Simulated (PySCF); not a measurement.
**MP2/STO-3G run of [GeH3]− (SMILES [H][Ge-]([H])[H])**

What is the energy change on altering one bond length of [GeH3]− at MP2/STO-3G? The job is set up through a Python script.

The calculation is run with PySCF 2.14.0.

8 further runs of the same task are left out: 8 set aside as unsound or not needed.

### Step 1. Starting point

The species is [GeH3]− (4 atoms), meant as a singlet with charge -1. As SMILES, `[H][Ge-]([H])[H]`. Geometry: a GFN2-xTB relaxation, a rough one for these elements and not checked as a minimum.

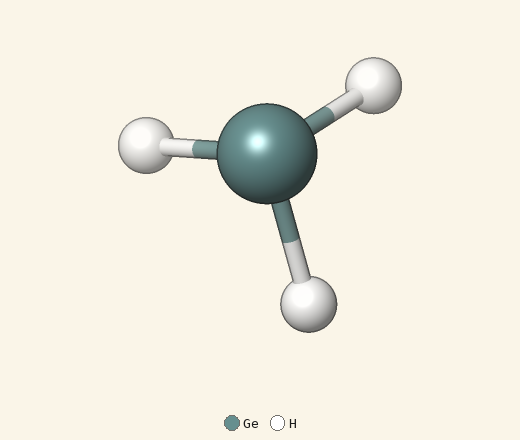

Viewed from a chosen angle; germanium teal, hydrogen white.

### Step 2. The energy at MP2/STO-3G

The input, input.py:

```python
from pyscf import gto, scf, mp

mol = gto.M(
    atom='''
Ge      -0.007520       0.005800       0.768010
H        1.421950      -0.031460      -0.244430
H       -0.677460       1.249470      -0.271720
H       -0.736970      -1.223820      -0.251850
''',
    verbose=3,
    charge=-1,
    max_memory=1860,
    basis='sto-3g',
)

mf = scf.RHF(mol)
mf.conv_tol = 1e-10
mf.kernel()
if not mf.converged:
    mf = mf.newton().run(mf.mo_coeff, mf.mo_occ)

pt = mp.MP2(mf, frozen=9).run()
e_final = pt.e_tot
print(f'total energy: {e_final:.8f} hartree')
```

The run is started by

```bash
$ OMP_NUM_THREADS=1 python input.py
```

Log:

```text
converged SCF energy = -2053.23626044014
E(RMP2) = -2053.28152876935  E_corr = -0.045268329217339
E(SCS-RMP2) = -2053.29015717148  E_corr = -0.053896731340826
total energy: -2053.28152877 hartree
```

Wall time 0.6 s (1 thread of Intel Xeon Platinum 8559C (Emerald Rapids), shared host); peak memory 0.12 GiB.

### Step 3. The distorted shape

The input, calc.py:

```python
from pyscf import gto, scf, mp

mol = gto.M(
    atom=[
    ('Ge', (0.357216, 0.620628, 1.277955)),
    ('H', (1.786686, 0.583368, 0.265515)),
    ('H', (-0.312724, 1.864298, 0.238225)),
    ('H', (-0.736970, -1.223820, -0.251850)),
],
    charge=-1,
    verbose=3,
    basis='sto-3g',
    max_memory=1860,
)

mf = scf.RHF(mol)
mf.conv_tol = 1e-10
mf.kernel()
if not mf.converged:
    mf = mf.newton().run(mf.mo_coeff, mf.mo_occ)

pt = mp.MP2(mf, frozen=9).run()
e_tot = pt.e_tot
print('Final energy', e_tot)
```

The run is started by

```bash
$ OMP_NUM_THREADS=1 python calc.py
```

Log:

```text
converged SCF energy = -2053.09225508505
E(RMP2) = -2053.1561074306  E_corr = -0.0638523455516229
E(SCS-RMP2) = -2053.16805795069  E_corr = -0.0758028656399768
Final energy -2053.156107430603
```

Wall time 0.52 s (1 thread of Intel Xeon Platinum 8559C (Emerald Rapids), shared host); peak memory 0.12 GiB.

### Step 4. Outcome

Level: MP2/STO-3G, 9 core orbitals frozen.

| quantity | value |
| --- | --- |
| first shape: total energy | -2053.28153 Eh |
| first shape: HOMO energy (Hartree–Fock orbitals) | 2.02 eV |
| first shape: LUMO energy (Hartree–Fock orbitals) | 18.56 eV |
| first shape: HOMO–LUMO gap (to an unbound level, set by the basis) | 16.54 eV |
| first shape: correlation energy (9 core orbitals frozen) | -45.3 mEh |
| distorted shape: total energy | -2053.15611 Eh |
| distorted shape: HOMO energy (Hartree–Fock orbitals) | 2.46 eV |
| distorted shape: LUMO energy (Hartree–Fock orbitals) | 12.82 eV |
| distorted shape: HOMO–LUMO gap (to an unbound level, set by the basis) | 10.36 eV |
| distorted shape: correlation energy (9 core orbitals frozen) | -63.9 mEh |
| energy change with the Ge1–H4 bond stretched from 1.756 to 2.634 Å | 3.413 eV |

**Reading.** With the Ge1–H4 bond stretched from 1.756 to 2.634 Å the energy rises by 3.41 eV (329 kJ/mol). The first shape isn't relaxed at this level, so the change isn't measured from a minimum. The minimal basis adds a large error of its own. The HOMO (first shape) lies at positive energy, 2.02 eV: the electron is unbound at this level or held by a compact basis; values depend on the basis. Mulliken charges (distorted shape) of the mean-field density run from -0.50 on H4 to +0.07 on Ge1; they depend strongly on the basis. The HOMO (distorted shape) lies at positive energy, 2.46 eV: the electron is unbound at this level or held by a compact basis; values depend on the basis.
